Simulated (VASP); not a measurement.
# A VASP study of YB6 (r2SCAN + rVV10): structure first, properties next, part 2 of 9

What structure does YB6 take at this level, and what are its properties? The start is a cell from a database of measured crystal structures.

VASP 6.6.1; r2SCAN with rVV10; plane waves and PAW (Y_sv, B).

So far: Starting point; Relaxing cell and atoms (r2SCAN + rVV10).

The database entry behind the starting cell differs from later determinations by our own check (about 0.3 % long, ideal inner coordinate), so it need not match the best structure at ambient conditions.

**2. Relaxing cell and atoms (r2SCAN + rVV10) (continued)**

Parts of OUTCAR (step 2):

```text
ion  position               nearest neighbor table
   1  0.000  0.000  0.000-   2 3.03   3 3.03   4 3.03   5 3.03   6 3.03   7 3.03   2 3.03   3 3.03
                             4 3.03   5 3.03   2 3.03   4 3.03   6 3.03   7 3.03   2 3.03   4 3.03
   2  0.207  0.500  0.500-   4 1.70   3 1.70   5 1.70   6 1.70   7 1.70   1 3.03   1 3.03   1 3.03
                             1 3.03
   3  0.500  0.207  0.500-   5 1.70   4 1.70   2 1.70   6 1.70   7 1.70   1 3.03   1 3.03   1 3.03
                             1 3.03
   4  0.793  0.500  0.500-   2 1.70   3 1.70   5 1.70   6 1.70   7 1.70   1 3.03   1 3.03   1 3.03
                             1 3.03
   5  0.500  0.793  0.500-   3 1.70   2 1.70   4 1.70   6 1.70   7 1.70   1 3.03   1 3.03   1 3.03
                             1 3.03
   6  0.500  0.500  0.207-   7 1.70   3 1.70   4 1.70   5 1.70   2 1.70   1 3.03   1 3.03   1 3.03
                             1 3.03
   7  0.500  0.500  0.793-   6 1.70   3 1.70   4 1.70   5 1.70   2 1.70   1 3.03   1 3.03   1 3.03
                             1 3.03

  LATTYP: Found a simple cubic cell.
 ALAT       =     4.1130000000

 Subroutine GETGRP returns: Found 48 space group operations
 (whereof 48 operations were pure point group operations)

The static configuration has the point symmetry O_h .

 Found     20 irreducible k-points:

   k-points           NKPTS =     20   k-points in BZ     NKDIM =     20   number of bands    NBANDS=     21

   dimension x,y,z NGX =    28 NGY =   28 NGZ =   28
   dimension x,y,z NGXF=    56 NGYF=   56 NGZF=   56

   ENCUT  =  420.0 eV  30.87 Ry    5.56 a.u.   6.87  6.87  6.87*2*pi/ulx,y,z

   NELECT =      29.0000    total number of electrons

 k-points in reciprocal lattice and weights: Automatic mesh
   0.00000000  0.00000000  0.00000000       0.003
   0.14285714  0.00000000  0.00000000       0.017
   0.28571429  0.00000000  0.00000000       0.017
   0.42857143  0.00000000  0.00000000       0.017
   0.14285714  0.14285714  0.00000000       0.035
   0.28571429  0.14285714  0.00000000       0.070
   0.42857143  0.14285714  0.00000000       0.070
   0.28571429  0.28571429  0.00000000       0.035
   0.42857143  0.28571429  0.00000000       0.070
[...]
0.42857143  0.42857143  0.28571429       0.070
   0.42857143  0.42857143  0.42857143       0.023

 average (electrostatic) potential at core
       1 -39.9578       2 -27.3766       3 -27.3766       4 -27.3766       5 -27.3766
       6 -27.3766       7 -27.3766

 E-fermi :   6.8397

 k-point     1 :       0.0000    0.0000    0.0000
  band No.  band energies     occupation
    ...
     10      -0.9545      2.00000
     11      -0.9545      2.00000
     12       4.6234      2.00000
     13       4.6234      2.00000
     14       4.6234      2.00000
     15       7.8159      0.00000
     16       7.8159      0.00000
     17       7.8159      0.00000
     18       7.8567      0.00000
     19       7.8567      0.00000
    ...

 k-point     2 :       0.1429    0.0000    0.0000
  band No.  band energies     occupation
    ...
     11       0.1769      2.00000
     12       4.0373      2.00000
     13       4.0373      2.00000
     14       4.7227      2.00000
     15       6.2146      2.00000
     16       8.0471      0.00000
     17       8.5100      0.00000
     18       8.5100      0.00000
     19       9.5874      0.00000
     20       9.6846      0.00000
    ...

 k-point     3 :       0.2857    0.0000    0.0000
  band No.  band energies     occupation
    ...
     11       1.7846      2.00000
     12       3.1439      2.00000
     13       3.1439      2.00000
     14       4.9171      2.00000
     15       4.9798      2.00000
     16       8.4532      0.00000
     17       8.4532      0.00000
     18       8.5351      0.00000
     19       9.0399      0.00000
     20      10.2181      0.00000
    ...

  Total        0.0041056      0.0041056      0.0041056      0.0000000     -0.0000000      0.0000000
  in kB        0.0963171      0.0963171      0.0963171      0.0000000     -0.0000000      0.0000000
  external PRESSURE =       0.0963171 kB  Pullay stress =       0.0000000 kB

  energy-cutoff  :      420.00
  volume of cell :       68.29
      direct lattice vectors                 reciprocal lattice vectors
     4.087529339  0.000000000  0.000000000     0.244646562 -0.000000000  0.000000000
     0.000000000  4.087529339  0.000000000    -0.000000000  0.244646562  0.000000000
    -0.000000000 -0.000000000  4.087529339    -0.000000000 -0.000000000  0.244646562

 POSITION                                       TOTAL-FORCE (eV/Angst)
 -----------------------------------------------------------------------------------
      0.00000      0.00000      0.00000        -0.000000     -0.000000      0.000000
      0.81274      2.04376      2.04376        -0.000146     -0.000000     -0.000000
      2.04376      0.81274      2.04376        -0.000000     -0.000146     -0.000000
      3.27479      2.04376      2.04376         0.000146      0.000000      0.000000
      2.04376      3.27479      2.04376         0.000000      0.000146      0.000000
      2.04376      2.04376      0.81274         0.000000      0.000000     -0.000146
      2.04376      2.04376      3.27479        -0.000000     -0.000000      0.000146
 -----------------------------------------------------------------------------------
    total drift:                                0.000000     -0.000000      0.000000

  FREE ENERGIE OF THE ION-ELECTRON SYSTEM (eV)
  ---------------------------------------------------
  free  energy   TOTEN  =       -67.2187918297 eV

  energy  without entropy=      -67.2142592852  energy(sigma->0) =      -67.21652556

 reached required accuracy - stopping structural energy minimisation

 total charge
# of ion       s       p       d       f       tot
--------------------------------------------------
    1        2.095   6.181   0.856   0.056   9.188
    2        0.716   1.401   0.000   0.000   2.118
    3        0.716   1.401   0.000   0.000   2.118
    4        0.716   1.401   0.000   0.000   2.118
    5        0.716   1.401   0.000   0.000   2.118
    6        0.716   1.401   0.000   0.000   2.118
    7        0.716   1.401   0.000   0.000   2.118
--------------------------------------------------
tot          6.393  14.587   0.856   0.056  21.893

[... 3 further parts left out ...]
```

CONTCAR:

```
YB6
   1.00000000000000
     4.0875293394184746    0.0000000000000000    0.0000000000000000
     0.0000000000000000    4.0875293394184746    0.0000000000000000
    -0.0000000000000000   -0.0000000000000000    4.0875293394184746
  Y               B
     1     6
Direct
     0.0000000000000000    0.0000000000000000    0.0000000000000000
     0.1988345399955428    0.5000000000000000    0.5000000000000000
     0.5000000000000000    0.1988345399955428    0.5000000000000000
     0.8011654600044573    0.5000000000000000    0.5000000000000000
     0.5000000000000000    0.8011654600044573    0.5000000000000000
     0.5000000000000000    0.5000000000000000    0.1988345399955428
     0.5000000000000000    0.5000000000000000    0.8011654600044573
```

This run has no spin polarisation. Its electron count is odd, so without a moment it is a metal by construction. The PAW data sets were made with PBE, which is usual practice but a small mismatch for other functionals. The run keeps the 48 symmetry operations of its start, so it cannot find a distortion of lower symmetry.

Step by step:

```csv
step,energy less that of the first step (eV),largest force (eV/Å),pressure (GPa),volume (Å³)
1,0.0000,2.2686,-0.46,69.58
2,1.0698,5.9562,-0.68,69.29
3,-0.2240,0.0764,-3.09,69.49
4,-0.2242,0.0071,-3.03,69.49
5,-0.2341,0.0571,1.10,67.87
6,-0.2356,0.0426,-0.04,68.30
7,-0.2354,0.0829,0.10,68.28
8,-0.2357,0.0001,0.01,68.29
```

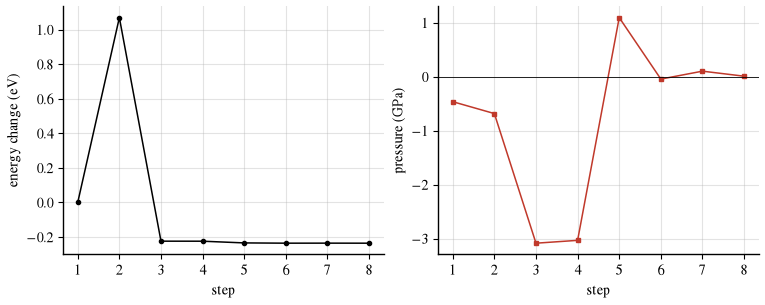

Energy and pressure along the relaxation.

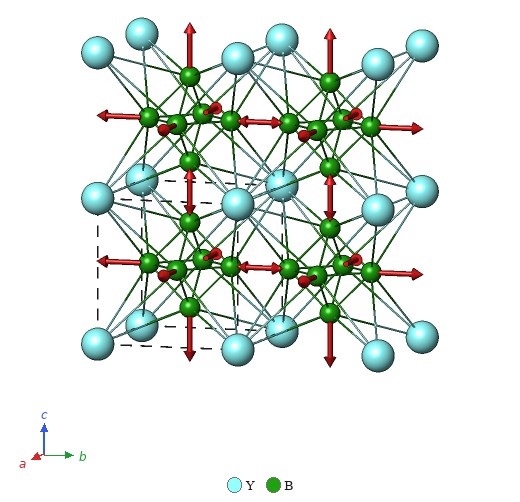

Displacements in the relaxation, exaggerated, measured against the changing cell; the longest in the cell stands for 0.03 Å. 1×2×2 cells are drawn. Some periodic images of atoms are drawn too.

| conventional cell, symmetrised | before | after | change |
| --- | --- | --- | --- |
| a (Å) | 4.113 | 4.088 | -0.6 % |
| b (Å) | 4.113 | 4.088 | -0.6 % |
| c (Å) | 4.113 | 4.088 | -0.6 % |
| volume (Å³/atom) | 9.94 | 9.76 | -1.8 % |

The atoms that moved most (Å, as changes of fractional coordinates times the final cell):

| atom | dx | dy | dz | length |
| --- | --- | --- | --- | --- |
| B2 | -0.033 | 0.000 | 0.000 | 0.033 |
| B3 | 0.000 | -0.033 | 0.000 | 0.033 |
| B6 | 0.000 | 0.000 | -0.033 | 0.033 |
| B4 | 0.033 | 0.000 | 0.000 | 0.033 |
| B7 | 0.000 | 0.000 | 0.033 | 0.033 |
| B5 | 0.000 | 0.033 | 0.000 | 0.033 |

Final coordinates:

```
Y B
1.0
     4.08753    0.00000    0.00000
     0.00000    4.08753    0.00000
     0.00000    0.00000    4.08753
Y B
1 6
Cartesian
  0.0000 0.0000 0.0000
  0.8127 2.0438 2.0438
  2.0438 0.8127 2.0438
  3.2748 2.0438 2.0438
  2.0438 3.2748 2.0438
  2.0438 2.0438 0.8127
  2.0438 2.0438 3.2748
```

This step gave:

| Quantity | Value |
| --- | --- |
| electrons | 29 |
| bands | 21 |
| irreducible k-points | 20 |
| symmetry operations | 48 |
| free energy (TOTEN) | -67.2188 eV |
| energy at zero smearing | -67.2165 eV |
| Fermi energy | 6.840 eV |
| pressure | 0.009632 GPa |
| metallic | yes |
| SCF cycles over all ionic steps | 60 |

It ends with forces under 0.001 eV/Å and a pressure of 0.01 GPa. The volume lies -1.8 % from that of the database's start, which holds the thermal and zero-point expansion of its experiment.

**3. Second relaxation**

A relaxation keeps the plane waves of the cell it began with, so it is repeated from the new cell, on a basis made for it.

INCAR reads:

```
SYSTEM = YB6
PREC = Accurate
ENCUT = 420
EDIFF = 1E-06
NELM = 100
ISMEAR = 0
SIGMA = 0.05
LREAL = .FALSE.
ALGO = Normal
METAGGA = R2SCAN
LUSE_VDW = .TRUE.
IVDW_NL = 2
BPARAM = 11.95
CPARAM = 0.0093
LASPH = .TRUE.
NBANDS = 21
LORBIT = 11
LWAVE = .FALSE.
LCHARG = .FALSE.
KPAR = 4
IBRION = 2
NSW = 60
ISIF = 3
EDIFFG = -0.01
```

POSCAR reads:

```
YB6
1.0
    4.0875293394      0.0000000000      0.0000000000
    0.0000000000      4.0875293394      0.0000000000
    0.0000000000      0.0000000000      4.0875293394
Y B
1 6
Direct
    0.0000000000      0.0000000000      0.0000000000
    0.1988345400      0.5000000000      0.5000000000
    0.5000000000      0.1988345400      0.5000000000
    0.8011654600      0.5000000000      0.5000000000
    0.5000000000      0.8011654600      0.5000000000
    0.5000000000      0.5000000000      0.1988345400
    0.5000000000      0.5000000000      0.8011654600
```

KPOINTS reads:

```
Automatic mesh
0
Gamma
7 7 7
0 0 0
```

PAW data sets: Y_sv and B (PBE family, release 64).

Started as:

```sh
$ mpirun -np 4 vasp_std
```

The program printed:

```text
[banner, memory and clock lines left out]
running    4 mpi-ranks, on    1 nodes
 distrk:  each k-point on    1 cores,    4 groups
 distr:  one band on    1 cores,    1 groups

 POSCAR found type information on POSCAR Y B
 POSCAR found :  2 types and       7 ions
 [... a notice as in an earlier step ...]

 [... a notice as in an earlier step ...]

 LDA part: xc-table for (None), standard interpolation
 POSCAR, INCAR and KPOINTS ok, starting setup
 FFT: planning ... GRIDC
 FFT: planning ... GRID_SOFT
 FFT: planning ... GRID
 WAVECAR not read
 entering main loop
       N       E                     dE             d eps       ncg     rms          rms(c)
Total rVV10 correction in eV:      0.2958684    29.9215336
Total rVV10 correction in eV:      0.2958684    29.9215336
Total rVV10 correction in eV:      0.2958684    29.9215336
Total rVV10 correction in eV:      0.2958684    29.9215336
DAV:   1     0.562466266120E+02    0.56247E+02   -0.12682E+04   840   0.112E+03
DAV:   2    -0.755626045396E+02   -0.13181E+03   -0.12748E+03  1107   0.243E+02
DAV:   3    -0.801352109217E+02   -0.45726E+01   -0.44284E+01  1296   0.393E+01
DAV:   4    -0.802031094869E+02   -0.67899E-01   -0.67583E-01  1155   0.447E+00
DAV:   5    -0.802048798036E+02   -0.17703E-02   -0.17699E-02  1193   0.591E-01    0.157E+01
Total rVV10 correction in eV:      0.3260229    29.9215335
Total rVV10 correction in eV:      0.3260229    29.9215335
Total rVV10 correction in eV:      0.3260229    29.9215335
Total rVV10 correction in eV:      0.3260229    29.9215335
DAV:   6    -0.680674857357E+02    0.12137E+02   -0.10417E+01  1110   0.220E+01    0.126E+01
Total rVV10 correction in eV:      0.3518920    29.9215335
Total rVV10 correction in eV:      0.3518920    29.9215335
Total rVV10 correction in eV:      0.3518920    29.9215335
Total rVV10 correction in eV:      0.3518920    29.9215335
DAV:   7    -0.672169001399E+02    0.85059E+00   -0.68162E+00  1177   0.133E+01    0.109E+01
Total rVV10 correction in eV:      0.3475582    29.9215335
Total rVV10 correction in eV:      0.3475582    29.9215335
Total rVV10 correction in eV:      0.3475582    29.9215335
Total rVV10 correction in eV:      0.3475582    29.9215335
DAV:   8    -0.673525421652E+02   -0.13564E+00   -0.16465E+00  1043   0.665E+00    0.216E+00
Total rVV10 correction in eV:      0.3574418    29.9215335
Total rVV10 correction in eV:      0.3574418    29.9215335
Total rVV10 correction in eV:      0.3574418    29.9215335
Total rVV10 correction in eV:      0.3574418    29.9215335
DAV:   9    -0.672195829556E+02    0.13296E+00   -0.55306E-01  1056   0.372E+00    0.441E-01
Total rVV10 correction in eV:      0.3558639    29.9215335
Total rVV10 correction in eV:      0.3558639    29.9215335
Total rVV10 correction in eV:      0.3558639    29.9215335
Total rVV10 correction in eV:      0.3558639    29.9215335
DAV:  10    -0.672183137720E+02    0.12692E-02   -0.32114E-02  1099   0.103E+00    0.628E-01
Total rVV10 correction in eV:      0.3556765    29.9215335
Total rVV10 correction in eV:      0.3556765    29.9215335
Total rVV10 correction in eV:      0.3556765    29.9215335
Total rVV10 correction in eV:      0.3556765    29.9215335
DAV:  11    -0.672184553445E+02   -0.14157E-03   -0.14475E-03  1146   0.232E-01    0.160E-01
Total rVV10 correction in eV:      0.3557396    29.9215335
Total rVV10 correction in eV:      0.3557396    29.9215335
Total rVV10 correction in eV:      0.3557396    29.9215335
Total rVV10 correction in eV:      0.3557396    29.9215335
DAV:  12    -0.672184246293E+02    0.30715E-04   -0.25272E-04  1099   0.919E-02    0.254E-02
Total rVV10 correction in eV:      0.3557588    29.9215335
Total rVV10 correction in eV:      0.3557588    29.9215335
Total rVV10 correction in eV:      0.3557588    29.9215335
Total rVV10 correction in eV:      0.3557588    29.9215335
DAV:  13    -0.672184234211E+02    0.12082E-05   -0.33944E-05  1133   0.390E-02    0.960E-03
Total rVV10 correction in eV:      0.3557675    29.9215335
Total rVV10 correction in eV:      0.3557675    29.9215335
Total rVV10 correction in eV:      0.3557675    29.9215335
Total rVV10 correction in eV:      0.3557675    29.9215335
DAV:  14    -0.672184233848E+02    0.36354E-07   -0.14461E-06   771   0.749E-03
Total rVV10 correction in eV:      0.3557722    29.9215335
Total rVV10 correction in eV:      0.3557722    29.9215335
Total rVV10 correction in eV:      0.3557722    29.9215335
Total rVV10 correction in eV:      0.3557722    29.9215335
Total rVV10 correction in eV:      0.3557732    29.9215335
Total rVV10 correction in eV:      0.3557732    29.9215335
Total rVV10 correction in eV:      0.3557732    29.9215335
Total rVV10 correction in eV:      0.3557732    29.9215335
   1 F= -.67218423E+02 E0= -.67216157E+02  d E =-.672184E+02
 curvature:   0.00 expect dE= 0.000E+00 dE for cont linesearch  0.000E+00
 trial: gam= 0.00000 g(F)=  0.316E-09 g(S)=  0.749E-06 ort = 0.000E+00 (trialstep = 0.100E+01)
 search vector abs. value=  0.749E-06
 reached required accuracy - stopping structural energy minimisation
```

The job ended after 51 s (4 MPI ranks of AMD EPYC 7R43, shared host; peak memory 0.94 GiB; 3.3 min of CPU time).

From OUTCAR (step 3):

```text
  LATTYP: Found a simple cubic cell.
 ALAT       =     4.0875293394

The static configuration has the point symmetry O_h .

 Found     20 irreducible k-points:

   ENCUT  =  420.0 eV  30.87 Ry    5.56 a.u.   6.83  6.83  6.83*2*pi/ulx,y,z

   NELECT =      29.0000    total number of electrons

 E-fermi :   6.8396

 k-point     1 :       0.0000    0.0000    0.0000
  band No.  band energies     occupation
    ...
     10      -0.9543      2.00000
     11      -0.9543      2.00000
     12       4.6234      2.00000
     13       4.6234      2.00000
     14       4.6234      2.00000
     15       7.8160      0.00000
     16       7.8160      0.00000
     17       7.8160      0.00000
     18       7.8566      0.00000
     19       7.8566      0.00000
    ...

 k-point     2 :       0.1429    0.0000    0.0000
  band No.  band energies     occupation
    ...
     11       0.1771      2.00000
     12       4.0373      2.00000
     13       4.0373      2.00000
     14       4.7227      2.00000
     15       6.2146      2.00000
     16       8.0470      0.00000
     17       8.5101      0.00000
     18       8.5101      0.00000
     19       9.5874      0.00000
     20       9.6844      0.00000
    ...

  Total        0.0060178      0.0060178      0.0060178      0.0000000     -0.0000000     -0.0000000
  in kB        0.1411787      0.1411787      0.1411787      0.0000000     -0.0000000     -0.0000000
  external PRESSURE =       0.1411787 kB  Pullay stress =       0.0000000 kB

  energy-cutoff  :      420.00
  volume of cell :       68.29
      direct lattice vectors                 reciprocal lattice vectors
     4.087529339  0.000000000  0.000000000     0.244646562  0.000000000  0.000000000
     0.000000000  4.087529339  0.000000000     0.000000000  0.244646562  0.000000000
     0.000000000  0.000000000  4.087529339     0.000000000  0.000000000  0.244646562

 POSITION                                       TOTAL-FORCE (eV/Angst)
 -----------------------------------------------------------------------------------
      0.00000      0.00000      0.00000         0.000000      0.000000      0.000000
      0.81274      2.04376      2.04376         0.000033      0.000000      0.000000
      2.04376      0.81274      2.04376         0.000000      0.000033      0.000000
      3.27479      2.04376      2.04376        -0.000033     -0.000000     -0.000000
      2.04376      3.27479      2.04376         0.000000     -0.000033     -0.000000
      2.04376      2.04376      0.81274        -0.000000      0.000000      0.000033
      2.04376      2.04376      3.27479         0.000000     -0.000000     -0.000033
 -----------------------------------------------------------------------------------
    total drift:                               -0.000000      0.000000      0.000000

  FREE ENERGIE OF THE ION-ELECTRON SYSTEM (eV)
  ---------------------------------------------------
  free  energy   TOTEN  =       -67.2184233848 eV

  energy  without entropy=      -67.2138908141  energy(sigma->0) =      -67.21615710

 total charge
# of ion       s       p       d       f       tot
--------------------------------------------------
    1        2.095   6.181   0.856   0.056   9.188
    2        0.717   1.401   0.000   0.000   2.118
    3        0.717   1.401   0.000   0.000   2.118
    4        0.717   1.401   0.000   0.000   2.118
    5        0.717   1.401   0.000   0.000   2.118
    6        0.717   1.401   0.000   0.000   2.118
    7        0.717   1.401   0.000   0.000   2.118
--------------------------------------------------
tot          6.394  14.587   0.856   0.056  21.893

[... 5 parts as in an earlier step ...]

[... 6 further parts left out ...]
```

Little changed from the start: no atom moved by 0.005 Å and no cell edge by 0.1 %.

Numbers from this step:

| Property | Result |
| --- | --- |
| free energy (TOTEN) | -67.2184 eV |
| energy at zero smearing | -67.2162 eV |
| pressure | 0.01412 GPa |
| SCF cycles over all ionic steps | 14 |

It ends with forces under 0.001 eV/Å and a pressure of 0.01 GPa. The volume moved by under 0.01 %: the run met its threshold at the first step.

(Part 2 of 9 ends here.)

[Lines on the potential files, build, host, timing and source positions are cut from VASP's logs without a mark.]

[Logs are printed without paths, hosts, clocks, repeated set-up lines and the standing remarks that a program may print on its own settings, such as how far it seeks lower states.]

[Hosts, paths, dates, database ids (printed as entryN), source tags and the programs' standing remarks are cut or masked in the printed files.]

[Measured values are set beside computed ones only where the two were judged alike; some that the calculation misses by far are left out.]
